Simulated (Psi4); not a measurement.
# TPSS/cc-pVTZ run of C2F2 (SMILES FC#CF)

What is the vertical singlet–triplet gap of C2F2 at TPSS/cc-pVTZ? 

Program for the calculation: Psi4 1.11.

**1. The system as given**

C2F2: 4 atoms, total charge 0, spin state singlet. As SMILES, `FC#CF`. The shape is that of a PBE0-D4/def2-TZVP optimisation.

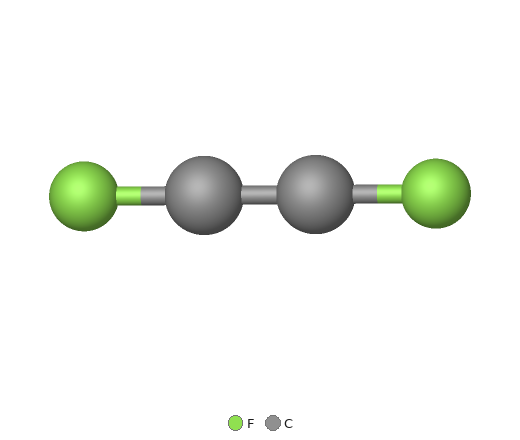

The structure, seen from a chosen angle (fluorine green, carbon grey).

**2. Energy and forces at TPSS/cc-pVTZ**

Contents of job.py:

```python
import psi4

psi4.set_memory(1600000000)
psi4.set_num_threads(1)
psi4.set_output_file('c2f2.out', False)

geom = psi4.geometry("""
0 1
F     -0.136400     0.128000     1.852800
C     -0.033700     0.030200     0.583200
C      0.061400    -0.060400    -0.593400
F      0.164100    -0.158200    -1.863000
symmetry c1
""")

psi4.set_options({
    'basis': 'cc-pVTZ',
    'puream': True,
    'e_convergence': 1e-09,
    'd_convergence': 1e-08,
    'scf_type': 'pk',
    'dft_radial_points': 99,
    'dft_spherical_points': 590,
})

e_tot, wfn = psi4.gradient('tpss', molecule=geom, return_wfn=True)
psi4.oeprop(wfn, 'QUADRUPOLE', 'DIPOLE', 'WIBERG_LOWDIN_INDICES', title='TPSS')
print('gradient / Eh bohr^-1')
print(e_tot.np.round(6))
print(f'energy = {wfn.energy():.10f} Eh')
for k, v in sorted(psi4.core.scalar_variables().items()):
    print(f'{k:45s} {v:18.10f}')
```

The run is started by

```
$ python job.py
```

c2f2.out:

```text
[...]
  Running in c1 symmetry.
[...]
  Nuclear repulsion =   95.510996951943397
[...]
  Multiplicity = 1
[...]
  Nalpha       = 15
  Nbeta        = 15
[...]
    Number of basis functions: 120
[...]
   @RKS iter   1:  -275.68840320021422   -3.61328e-03   5.51743e-03 DIIS/ADIIS
[...]
   @RKS iter   9:  -275.88046363583459   -1.05729e-11   1.33015e-09 DIIS
[...]
    Orbital Energies [Eh]
    ---------------------
    Doubly Occupied:
       1A    -24.487575     2A    -24.487575     3A    -10.078595
       4A    -10.076183     5A     -1.222271     6A     -1.221073
       7A     -0.727484     8A     -0.591144     9A     -0.560819
      10A     -0.473557    11A     -0.473557    12A     -0.451306
      13A     -0.451306    14A     -0.248718    15A     -0.248718
[...]
  @RKS Final Energy:  -275.88046363583459
   => Energetics <=
    Nuclear Repulsion Energy =             95.5109969519433974
    One-Electron Energy =                -569.4622494169642550
    Two-Electron Energy =                 229.8250396866373535
    DFT Exchange-Correlation Energy =     -31.7542508574510904
    Empirical Dispersion Energy =           0.0000000000000000
    VV10 Nonlocal Energy =                  0.0000000000000000
    Total Energy =                       -275.8804636358345874
[...]
  -Total Gradient:
     Atom            X                  Y                   Z
    ------   -----------------  -----------------  -----------------
       1       -0.000000378267    -0.000000127783    -0.015989440325
       2        0.000000006820     0.000000002306    -0.001703822737
       3       -0.000000006820    -0.000000002306     0.001703822737
       4        0.000000378267     0.000000127783     0.015989440326
[...]
 Multipole Moments:
 ------------------------------------------------------------------------------------
     Multipole            Electronic (a.u.)      Nuclear  (a.u.)        Total (a.u.)
 ------------------------------------------------------------------------------------
 L = 1.  Multiply by 2.5417464519 to convert [e a0] to [Debye]
 Dipole X            :         -0.0000000            0.0000000           -0.0000000
 Dipole Y            :          0.0000000           -0.0000000            0.0000000
 Dipole Z            :          0.0000000           -0.0000000            0.0000000
 Magnitude           :                                                    0.0000000
 L = 2.  Multiply by 1.3450342976 to convert [e a0^2] to [Debye ang]
 Quadrupole XX       :        -15.0352236            0.0000002          -15.0352235
 Quadrupole XY       :         -0.0000001            0.0000001            0.0000000
[...]
```

Standard output:

```text
gradient / Eh bohr^-1
[[-0.       -0.       -0.015989]
 [ 0.        0.       -0.001704]
 [-0.       -0.        0.001704]
 [ 0.        0.        0.015989]]
energy = -275.8804636358 Eh
CURRENT ENERGY                                   -275.8804636358
CURRENT REFERENCE ENERGY                         -275.8804636358
DD SOLVATION ENERGY                                 0.0000000000
DFT FUNCTIONAL TOTAL ENERGY                      -275.8804636358
DFT TOTAL ENERGY                                 -275.8804636358
DFT VV10 ENERGY                                     0.0000000000
DFT XC ENERGY                                     -31.7542508575
GRID ELECTRONS ALPHA                               14.9999999629
GRID ELECTRONS BETA                                14.9999999629
GRID ELECTRONS TOTAL                               29.9999999259
NUCLEAR REPULSION ENERGY                           95.5109969519
ONE-ELECTRON ENERGY                              -569.4622494170
PCM POLARIZATION ENERGY                             0.0000000000
PE ENERGY                                           0.0000000000
SCF ITERATION ENERGY                             -275.8804636358
SCF ITERATIONS                                      9.0000000000
SCF TOTAL ENERGY                                 -275.8804636358
TWO-ELECTRON ENERGY                               229.8250396866
XC GRID RADIAL POINTS                              99.0000000000
XC GRID SPHERICAL POINTS                          590.0000000000
XC GRID TOTAL POINTS                           223764.0000000000
```

Wall time 28 s (1 thread of Intel Xeon 6975P-C (Granite Rapids), shared host); peak memory 0.76 GiB.

**3. The triplet at the same level**

Contents of c2f2.json:

```json
{
 "schema_name": "qcschema_input",
 "schema_version": 1,
 "molecule": {
  "schema_name": "qcschema_molecule",
  "schema_version": 2,
  "symbols": ["F", "C", "C", "F"],
  "geometry": [-0.25775864, 0.24188494, 3.50128456, -0.06368377, 0.05706973, 1.10208828, 0.11602918, -0.11413946, -1.12136348, 0.31010406, -0.29895467, -3.52055977],
  "molecular_charge": 0,
  "molecular_multiplicity": 3,
  "fix_symmetry": "c1",
  "fix_com": true,
  "fix_orientation": true
 },
 "driver": "gradient",
 "model": {
  "method": "tpss",
  "basis": "cc-pVTZ"
 },
 "keywords": {
  "reference": "uks",
  "puream": true,
  "e_convergence": 1e-09,
  "d_convergence": 1e-08,
  "scf_type": "pk",
  "dft_radial_points": 99,
  "dft_spherical_points": 590,
  "maxiter": 100
 }
}
```

The run is started by

```
$ psi4 --qcschema c2f2.json -n 1 --memory 1600MB
```

stdout:

```text
[...]
  Running in c1 symmetry.
[...]
  Nuclear repulsion =   95.510997052494560
[...]
  Multiplicity = 3
[...]
  Nalpha       = 16
  Nbeta        = 14
[...]
    Number of basis functions: 120
[...]
   @UKS iter   1:  -275.41881404402676    2.65976e-01   5.92888e-03 ADIIS/DIIS
[...]
   @UKS iter  11:  -275.65919019607225   -3.08148e-10   6.42603e-09 DIIS
[...]
   @S^2 Observed:                2.003824356E+00
[...]
    Orbital Energies [Eh]
    ---------------------
    Alpha Occupied:
       1A    -24.483385     2A    -24.483385     3A    -10.108548
       4A    -10.106114     5A     -1.226311     6A     -1.224776
       7A     -0.786654     8A     -0.602482     9A     -0.573760
      10A     -0.501248    11A     -0.482340    12A     -0.466868
      13A     -0.453149    14A     -0.307506    15A     -0.277930
      16A     -0.039176
    Alpha Virtual:
      17A     -0.003525    18A      0.023559    19A      0.031595
      20A      0.214827    21A      0.231478    22A      0.245888
      23A      0.291578    24A      0.331455    25A      0.342334
[...]
  @UKS Final Energy:  -275.65919019607225
   => Energetics <=
    Nuclear Repulsion Energy =             95.5109970524945595
    One-Electron Energy =                -568.9798921518048473
    Two-Electron Energy =                 229.5900282348925998
    DFT Exchange-Correlation Energy =     -31.7803233316545359
    Empirical Dispersion Energy =           0.0000000000000000
    VV10 Nonlocal Energy =                  0.0000000000000000
    Total Energy =                       -275.6591901960722453
[...]
 Multipole Moments:
 ------------------------------------------------------------------------------------
     Multipole            Electronic (a.u.)      Nuclear  (a.u.)        Total (a.u.)
 ------------------------------------------------------------------------------------
 L = 1.  Multiply by 2.5417464519 to convert [e a0] to [Debye]
 Dipole X            :         -0.7851813            0.7851812           -0.0000000
 Dipole Y            :          0.8560459           -0.8560460           -0.0000000
 Dipole Z            :          0.2891282           -0.2891281            0.0000001
 Magnitude           :                                                    0.0000001
[...]
  -Total Gradient:
     Atom            X                  Y                   Z
    ------   -----------------  -----------------  -----------------
       1        0.008852924557    -0.008432117072    -0.109482111861
       2        0.013087275709    -0.012466483487    -0.161880146939
       3       -0.013087273694     0.012466481388     0.161880136390
       4       -0.008852926572     0.008432119171     0.109482122410
[...]
```

The result, in JSON:

```text
{
 "driver": "gradient",
 "model": {
  "method": "tpss",
  "basis": "cc-pVTZ"
 },
 "success": true,
 "return_result": [0.008852924556992967, -0.008432117072214331, -0.10948211186131623, 0.01308727570874721, -0.01246648348652589, -0.1618801469385566, -0.013087273694092409, 0.012466481387834807, 0.16188013639018006, -0.008852926571884679, 0.008432119170954076, 0.10948212240977861],
 "properties": {
  "calcinfo_nbasis": 120,
  "calcinfo_nmo": 120,
  "calcinfo_nalpha": 16,
  "calcinfo_nbeta": 14,
  "calcinfo_natom": 4,
  "nuclear_repulsion_energy": 95.51099705249456,
  "return_energy": -275.65919019607225,
  "return_gradient": [0.008852924556992967, -0.008432117072214331, -0.10948211186131623, 0.01308727570874721, -0.01246648348652589, -0.1618801469385566, -0.013087273694092409, 0.012466481387834807, 0.16188013639018006, -0.008852926571884679, 0.008432119170954076, 0.10948212240977861],
  "scf_one_electron_energy": -568.9798921518048,
  "scf_two_electron_energy": 229.5900282348926,
  "scf_xc_energy": -31.780323331654536,
  "scf_dipole_moment": [-2.075834204529059e-08, -1.8654184863464707e-08, 1.0491056345873773e-07],
  "scf_total_energy": -275.65919019607225,
  "scf_total_gradient": [0.008852924556992967, -0.008432117072214331, -0.10948211186131623, 0.01308727570874721, -0.01246648348652589, -0.1618801469385566, -0.013087273694092409, 0.012466481387834807, 0.16188013639018006, -0.008852926571884679, 0.008432119170954076, 0.10948212240977861],
  "scf_iterations": 11
 }
}
```

Run time: 41 s. Hardware: 1 thread of Intel Xeon 6975P-C (Granite Rapids), shared host; peak memory 0.74 GiB.

**4. Summary of results**

Level: TPSS/cc-pVTZ.

```
                                        quantity          value
                           singlet: total energy  -275.88046 Eh
                          singlet: dipole moment         0.00 D
                            singlet: HOMO energy       -6.77 eV
                            singlet: LUMO energy        0.00 eV
                          singlet: HOMO–LUMO gap        6.77 eV
               singlet: largest force on an atom     0.822 eV/Å
                           triplet: total energy  -275.65919 Eh
                          triplet: dipole moment         0.00 D
     triplet: HOMO energy (highest over α and β)       -1.07 eV
                                   triplet: ⟨S²⟩          2.004
               triplet: largest force on an atom     8.376 eV/Å
vertical energy of the triplet above the singlet       6.021 eV
```

In words: At this shape the triplet lies 6.02 eV (139 kcal/mol) above the singlet. The largest force (singlet) is 0.82 eV/Å: the shape isn't a stationary point for this species at this level.
